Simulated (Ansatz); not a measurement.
# Calculations on CH$_{5}$MgSb

## 1. Relaxation

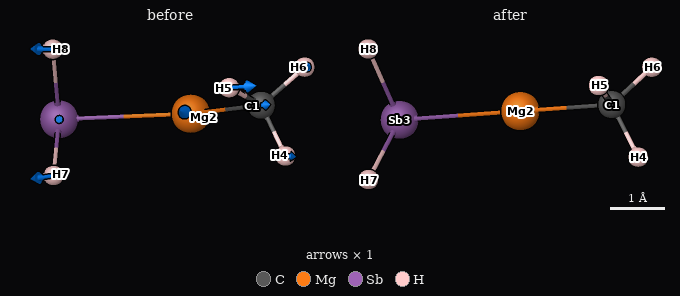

The structure of CH5MgSb before (left) and after (right) a relaxation, at one scale. The blue arrows give the displacements, at their true length.

Style: ball-and-stick. Shown at a tilt.

The run prepares an end point of a later path (torsion) calculation, from a guessed geometry.

All numbers below come from RKS BLYP-D4/def2-SVP (Ansatz).

The input:
```yaml
crystal:
  periodic: [false, false, false]
  atoms:
    - { symbol: C, position_ang: [-0.95718, 1.32956, -0.44324] }
    - { symbol: Mg, position_ang: [-0.56205, -0.45977, 0.6199] }
    - { symbol: Sb, position_ang: [1.08878, -2.44582, 1.1562] }
    - { symbol: H, position_ang: [-1.62693, 1.18776, -1.29621] }
    - { symbol: H, position_ang: [0.00448, 1.66928, -0.84987] }
    - { symbol: H, position_ang: [-1.36365, 2.15834, 0.13949] }
    - { symbol: H, position_ang: [1.24549, -2.34633, -0.56842] }
    - { symbol: H, position_ang: [2.17106, -1.09302, 1.24214] }
basis:
  gaussian: { orbitals: def2-SVP }
hamiltonian:
  xc: blyp
  dispersion: d4
relax:
  f_tol: 0.015
  max_steps: 40
```

Command:
```bash
ansatz run input.yaml --threads 1 --pin off --max-ram 2048MiB --backend cpu --events-out ev --progress --plain --runs-dir out
```

> Summarise the run.

The energy falls by 4.83 kcal/mol in 6 accepted moves (8 points after the start). Largest force component: 0.93 eV/Å at the start, 0.0079 eV/Å at the end. The line search rejected the trial steps at points 4, 7 of the run. H5 moves most after the best rigid fit: 0.63 Å. Largest moves by element: H 0.63 Å, Mg 0.60 Å, C 0.24 Å, Sb 0.16 Å. Among the contacts that change: Mg2–Sb3 2.638 → 2.797 Å, C1–H4 1.094 → 1.112 Å, Sb3–H7 1.735 → 1.749 Å, C1–H5 1.098 → 1.112 Å. Among the angles between lasting bonds that change: C1–Mg2–Sb3 148.7° → 179.9°, Mg2–Sb3–H7 79.1° → 84.7°, Mg2–C1–H5 106.5° → 111.7°.

## 2. Relaxation

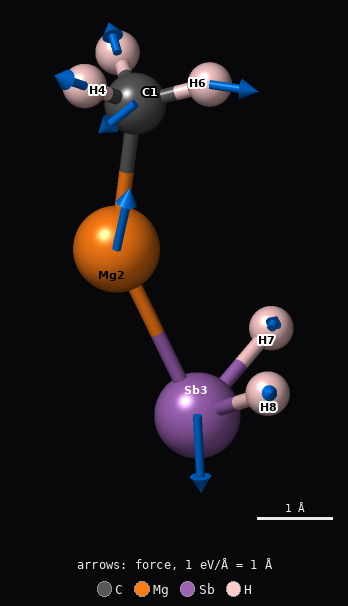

Starting geometry of CH₅MgSb with the computed forces as blue arrows. Style: ball-and-stick. Shown from a free direction.

The run prepares an end point of a later path (torsion) calculation, from a guessed geometry.

Theory: RKS BLYP-D4/def2-SVP in Ansatz.

Input file:
```yaml
crystal:
  periodic: [false, false, false]
  atoms:
    - { symbol: C, position_ang: [-0.95718, 1.32956, -0.44324] }
    - { symbol: Mg, position_ang: [-0.56205, -0.45977, 0.6199] }
    - { symbol: Sb, position_ang: [-0.28587, -1.69218, 2.93553] }
    - { symbol: H, position_ang: [-1.62693, 1.18776, -1.29621] }
    - { symbol: H, position_ang: [0.00448, 1.66928, -0.84987] }
    - { symbol: H, position_ang: [-1.36365, 2.15834, 0.13949] }
    - { symbol: H, position_ang: [0.59656, -0.22933, 3.2358] }
    - { symbol: H, position_ang: [-1.72893, -0.7749, 3.22704] }
basis:
  gaussian: { orbitals: def2-SVP }
hamiltonian:
  xc: blyp
  dispersion: d4
relax:
  f_tol: 0.015
  max_steps: 40
```

Command:
```bash
ansatz run input.yaml --threads 1 --pin off --max-ram 2048MiB --backend cpu --events-out ev --progress --plain --runs-dir out
```

Q: Is this structure relaxed? If not, where do the atoms go?

A: It isn't relaxed: the largest force vector, on Sb3, is 1.13 eV/Å. The final displacements have little in common with the starting forces (cosine between the two patterns 0.15). After 7 geometry steps the energy has fallen by 5.50 kcal/mol. Largest force component: 0.85 eV/Å at the start, 0.0088 eV/Å at the end. The atom that moves furthest after the best rigid fit is Mg2 (0.58 Å). By element the largest moves are Mg 0.58 Å, H 0.57 Å, C 0.25 Å, Sb 0.15 Å. Among the contacts that change: Mg2–Sb3 2.638 → 2.795 Å, C1–H4 1.094 → 1.112 Å, Sb3–H7 1.735 → 1.749 Å, C1–H5 1.098 → 1.112 Å. Among the angles between lasting bonds that change: C1–Mg2–Sb3 148.7° → 179.8°, Mg2–Sb3–H7 79.1° → 84.7°, Mg2–C1–H5 106.5° → 111.6°.

## 3. Path

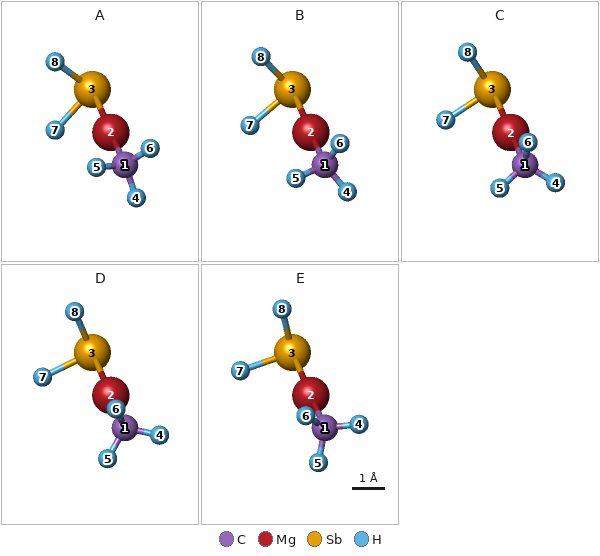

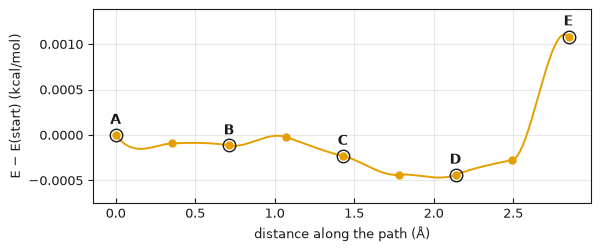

NEB run on CH5MgSb. Images are numbered from 0 (start) to 8 (end). Frames A to E are images 0, 2, 4, 6, 8. The picture is a ball-and-stick view, seen from a free direction.

Level of theory: Ansatz 0.2.0, RKS BLYP-D4/def2-SVP. Settings: 7 movable images; climbing image; force threshold 0.05 eV/Å; iteration limit 58; starting path through a guess of the saddle point.

What happens along the path, and what is the barrier?

Answer. The motion is a rotation about the C1–Mg2 bond by about 95°. No bond forms or breaks between the ends. No barrier shows: the energy is highest at the end, and the end lies 0.00 kcal/mol above the start. The band converged in 9 iterations. The largest component of the band force went from 3.4 to 0.016 eV/Å.
